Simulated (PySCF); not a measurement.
# C₃H₈FNSi (SMILES C=C(CF)[SiH2]N): what the fields show

Input

```
{"job": {"kind": "nmr", "xc": "PBE0", "basis": "pcSseg-1", "pop": false}, "charge": 0, "multiplicity": 1}
C     -0.206400     1.007600    -0.598800
C     -0.466400    -0.108500     0.032800
C     -1.909300    -0.577100     0.295900
F     -2.097400    -1.753800    -0.430500
Si     0.860600    -1.342200     0.617700
N      2.330600    -0.552500     0.293200
H     -0.971100     1.738400    -0.888100
H      0.764100     1.315200    -0.733400
H     -2.553100     0.204900    -0.078500
H     -1.980700    -0.774400     1.321100
H      1.047100    -2.608700    -0.064600
H      0.526000    -1.582200     2.008500
H      2.542200     0.407600     0.303900
H      3.145600    -1.023300     0.014900
```

Command:

```sh
OMP_NUM_THREADS=1 python probes_run.py task.json out
```

Geometry: GFN2-xTB, MD frame at 250 fs, 200 K.

The calculation used PBE0/pcSseg-1, SCF density, gas phase, non-relativistic (PySCF).

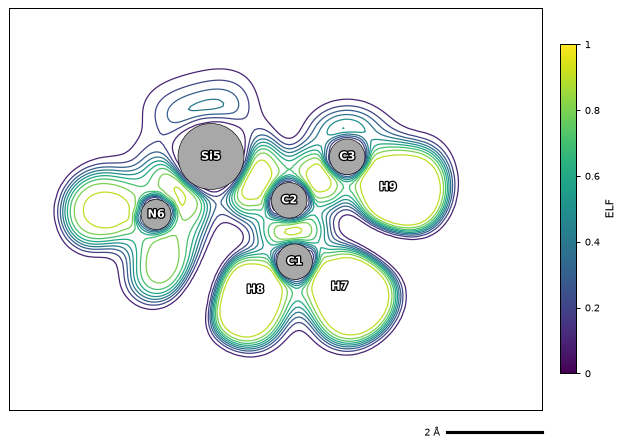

Figure 1. ELF on the plane of atoms C2, C3 and H9. Grey discs cover the atomic cores.

Question: What does the map show?

Answer:
- The plane passes through C, Si, N and H nuclei.
- C–C (1.31 Å): the ELF peaks at about 0.90 between the atoms: a multiple bond.
- Si–N (1.70 Å): the ELF peaks at about 0.90 between the atoms, as expected for a shared but strongly polarised pair.
- C–Si (1.90 Å): the ELF peaks at about 0.95 between the atoms: localised, covalent bonding.
- C–H (1.03 Å): the ELF climbs to about 1 towards the hydrogen, as it does in any bond to H; a covalent bond by its length.

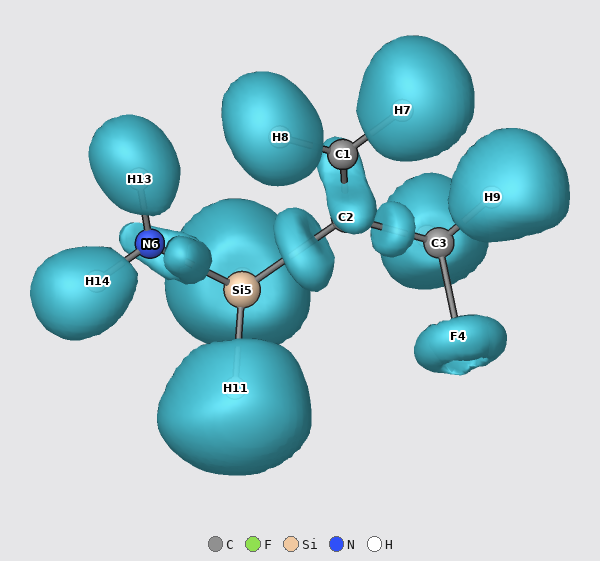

Figure 2. Isosurface of the electron localisation function at 0.85 (cyan), seen at an oblique angle. Only the valence region is drawn (cores and ρ < 0.01 e/Å³ removed).

Question: Identify the bonds, lone pairs and shells in this picture.

Answer: The ELF exceeds this value in two regions between bonded C–C atoms (shared pairs), one region between bonded C–Si atoms (shared pairs), one region between bonded N–Si atoms (shared pairs), eight regions around hydrogen nuclei and one region wrapped around F (its lone pairs, merged into a ring or cap). Profiles from the grid: C–F (1.40 Å): the ELF peaks at about 0.85 between the atoms, as expected for a shared but strongly polarised pair.

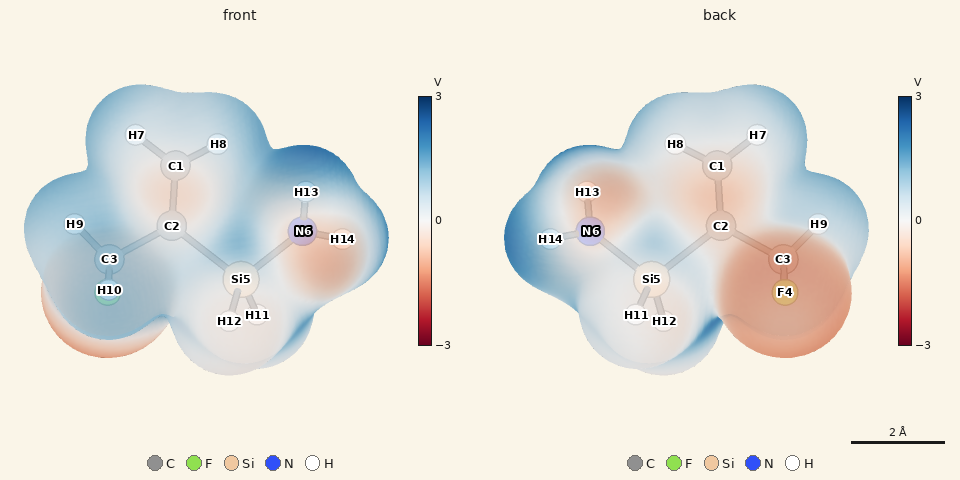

Figure 3. The molecular electrostatic potential painted on the density surface at 0.004 e/bohr³, seen from the front and from behind; red is negative and blue positive.

Question: Describe the electrostatic potential map.

Answer: The most negative region (about −1.3 V) lies over F4, the most positive (about +2.1 V) over Si5, H13 and H14.
